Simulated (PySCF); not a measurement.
## Electronic structure of TiCl (charge +1, triplet) in real space

```xyz
2

Ti    0.0000    0.0000   -0.9211
Cl    0.0000    0.0000    1.2629
```

These are results of PBE0/def2-TZVPPD, non-relativistic Hamiltonian with scalar-relativistic core potentials where named, at a bond length of 2.184 Å in PySCF 2.14.0, not measurements.

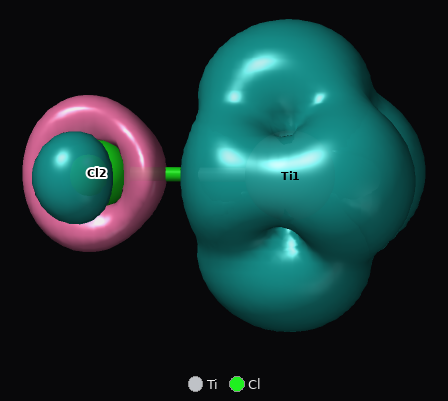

Figure 1. Isosurfaces of the spin density at +0.015 (teal) and −0.015 e/Å³ (pink), seen from one side.

Where is the unpaired spin?

The unpaired spin (2 electrons) lies mostly on Ti1 (about 2.0), in electrons by Hirshfeld's partition.

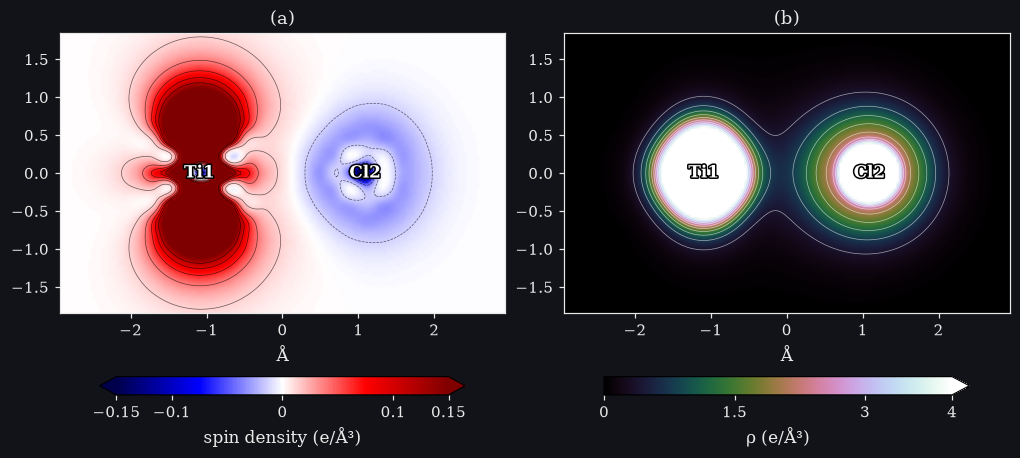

Figure 2. (a) spin density (α minus β); (b) electron density on a plane that holds the molecular axis.

What does the map show?

Atoms in the plane: Ti and Cl.
Ti–Cl (2.18 Å): ρ at the midpoint is about 0.7 e/Å³.
